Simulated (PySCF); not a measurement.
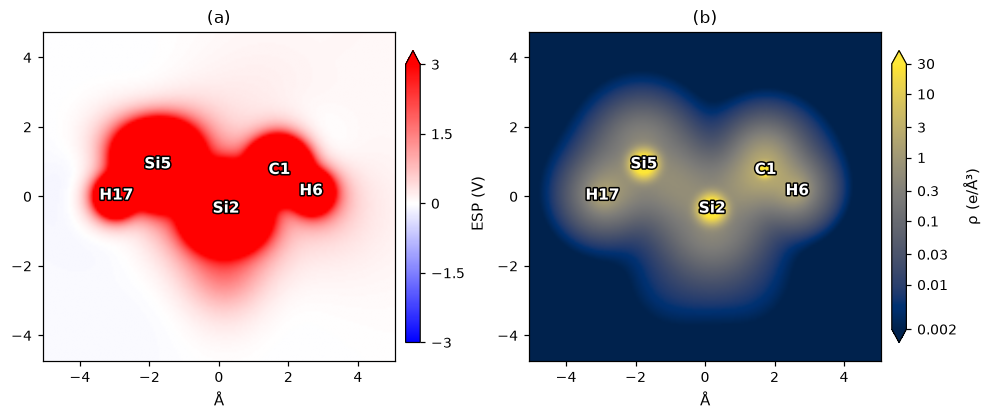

CH12Si4. (a) molecular electrostatic potential; (b) electron density on the plane of atoms C1, Si2 and Si5.

Geometry: PBE0-D3(BJ)/def2-SVP.

These are results of PySCF, PBE0/pcSseg-1, SCF density, gas phase, non-relativistic, not measurements.

```xyz
17

C    -0.1782   -0.2189   -2.0563
Si   -0.0166   -0.0224   -0.1771
Si   -0.1631    2.2328    0.4499
Si   -1.7180   -1.1872    0.9385
Si    2.0481   -0.8360    0.5795
H    -1.1482    0.1671   -2.4050
H    -0.1047   -1.2795   -2.3418
H     0.6206    0.3348   -2.5730
H    -0.0279    2.3601    1.9344
H    -1.4821    2.8111    0.0399
H     0.9232    3.0339   -0.1982
H    -3.0643   -0.6714    0.5348
H    -1.6590   -2.6480    0.6147
H    -1.5674   -1.0210    2.4176
H     2.1982   -2.2911    0.2606
H     3.1746   -0.0949   -0.0715
H     2.1540   -0.6590    2.0612
```

Question: Describe what can be read from this map.

Answer: The plane passes through C, Si and H nuclei. C–Si (1.90 Å): ρ is about 0.9 e/Å³ halfway. Si–Si (2.34 Å): the density is about 0.63 e/Å³ at the midpoint. C–H (1.10 Å): the density is about 1.9 e/Å³ at the midpoint. Si–H (1.50 Å): ρ at the midpoint is about 0.76 e/Å³. The potential has no marked negative region in this plane.
